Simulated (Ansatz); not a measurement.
**CH₃BrOSi: small, medium and large basis sets**

How large a basis does CH₃BrOSi need? Two functionals are run in growing sets.

The runs use Ansatz 0.2.0, Gaussian basis; one geometry, several basis sets.

The runs, in order: PBE0-D4/def2-SVP; ωB97M-V/def2-SVP; PBE0-D4/def2-QZVPP; ωB97M-V/def2-QZVPP; the functionals' def2-TZVPP values are taken from earlier runs.

## (1) The relaxed structure

All runs share one geometry, relaxed beforehand with PBE0-D4 in a triple-zeta def2 set.

7 atoms, charge 0, spin multiplicity 1.

Atoms are counted from 1 here; the program's logs count them from 0.

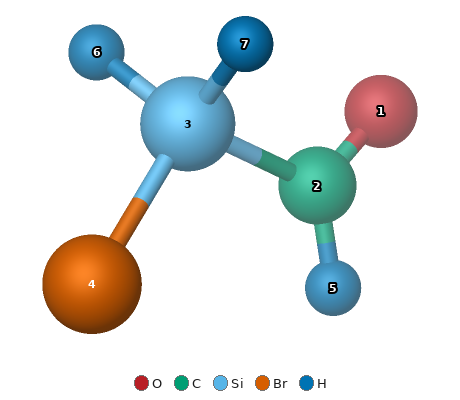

The geometry (colours as in the key); atoms are numbered from 1 in the order of the file.

## (2) PBE0-D4 in def2-SVP

Contents of in.yaml:

```yaml
crystal:
  periodic: [false, false, false]
  atoms:
    - {symbol: O, position_ang: [-0.727801, 0.568760, -1.881893]}
    - {symbol: C, position_ang: [-0.503769, -0.261371, -1.040386]}
    - {symbol: Si, position_ang: [0.336285, 0.288523, 0.603590]}
    - {symbol: Br, position_ang: [0.631041, -1.486018, 1.900398]}
    - {symbol: H, position_ang: [-0.777378, -1.328390, -1.207391]}
    - {symbol: H, position_ang: [-0.547509, 1.257329, 1.290545]}
    - {symbol: H, position_ang: [1.650331, 0.893066, 0.289436]}
basis:
  gaussian: {orbitals: def2-SVP}
hamiltonian: {xc: pbe0, dispersion: d4}
output: {orbitals: {seedname: orbitals}}
```

The run is started by

```bash
$ ansatz run in.yaml --threads 2 --pin off --events-out ev --progress --plain --max-ram 4352MiB
```

Further steps of the session: ωB97M-V in def2-SVP; PBE0-D4 in def2-QZVPP; ωB97M-V in def2-QZVPP.

Q: Predict the results of all the runs planned. Wanted: PBE0-D4: double and triple zeta above quadruple; ωB97M-V: double and triple zeta above quadruple.

**Answer**, as computed:

```
                                       quantity           value
PBE0-D4: double and triple zeta above quadruple  16.83, 1.87 eV
ωB97M-V: double and triple zeta above quadruple  16.85, 1.79 eV
```

In words: PBE0-D4 gains 14.96 eV from double to triple zeta, then 1.87 eV more. These are total energies; as a rule much of such shifts cancels in differences, which this series doesn't test.
